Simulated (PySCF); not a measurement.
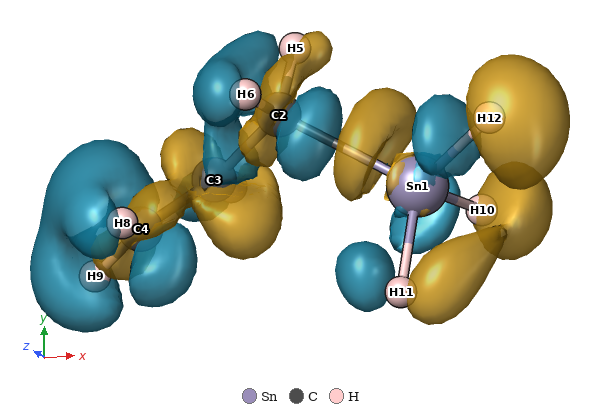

Figure 1: Sn(eta1-allyl)H3 (C₃H₈Sn). Change of the electron density in a uniform field of 0.21 V/Å, surfaces at ±0.002 e/Å³ (yellow: gain, teal: loss).

PySCF calculation, PBE/def2-SVPD, gas phase; geometry: GFN2-xTB. Core potentials replace the inner electrons of Sn; spin–orbit coupling isn't included. No frequency check shows the geometry to be a minimum. GFN2-xTB bond lengths at metals and heavier atoms can be off by up to 0.1 Å and shapes distorted, which carries into these values.

The field was applied in both directions; the picture shows the one opposite to the script's first.

Along which Cartesian direction does the field point?

Along −x: electrons gather on the +x side, against the field.

What dipole is induced, and what polarisability does it imply?

The induced dipole is 1.10 D (along the field); α along this axis, from the fields in both directions, is 107 bohr³ (15.9 Å³).
